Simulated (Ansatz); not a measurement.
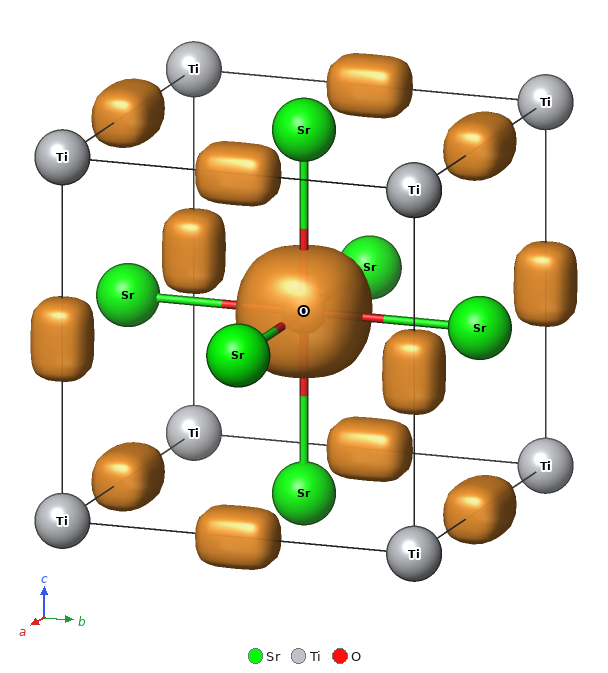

Figure. Sr₃TiO. Isosurface of the ELF at 0.65 (orange), seen slightly off an axis. Core shells and regions of very low density are left out. Sticks mark near contacts.

Space group Pm-3m; spin-polarised.

The calculation used DFT PBE, scalar-relativistic, plane waves, PAW (Ansatz).

> What do the ELF domains correspond to?

At this value the surface marks out one region wrapped around O (its valence shell) and three pockets between the atoms, centred on no nucleus (multi-centre or interstitial), counted in one cell of 5 atoms. Any copies at cell faces, edges or corners count once.

Values along the shortest contacts:
Sr–O (2.64 Å): the ELF is about 0.05 at the midpoint: no shared electron pair shows on this line. Sr–Ti (3.73 Å): the ELF is about 0.35 at the midpoint; no localised pair shows between them.
